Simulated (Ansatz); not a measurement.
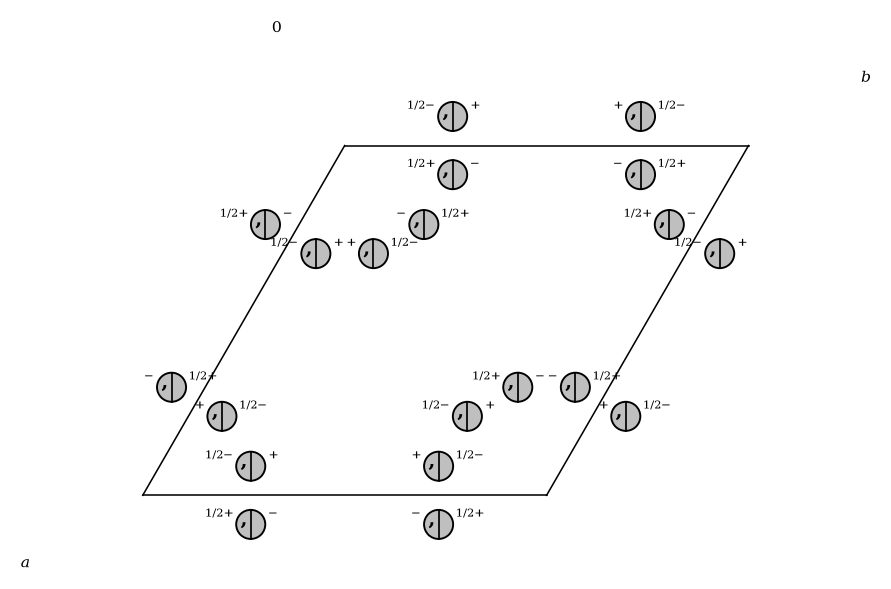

General positions of a space group, projected down c, computed from the operations of a computed or model structure of composition Sc.

A circle is a general position, a comma marks the mirror image, + and − with a fraction give the height (along the projection axis: ½+ is ½ plus the coordinate, − is its negative), and a split circle stands for two positions above each other.

Identify the space group.

Answer. No. 194, P6_3/mmc; primitive hexagonal, point group 6/mmm, 24 general positions a cell.

Write the general positions (in any order).

Answer. x, y, z
−x, −y, −z
x−y, x, z+1/2
−x+y, −x, −z+1/2
−y, x−y, z
y, −x+y, −z
−x, −y, z+1/2
x, y, −z+1/2
−x+y, −x, z
x−y, x, −z
y, −x+y, z+1/2
−y, x−y, −z+1/2
−y, −x, −z+1/2
y, x, z+1/2
−x, −x+y, −z
x, x−y, z
−x+y, y, −z+1/2
x−y, −y, z+1/2
y, x, −z
−y, −x, z
x, x−y, −z+1/2
−x, −x+y, z+1/2
x−y, −y, −z
−x+y, y, z
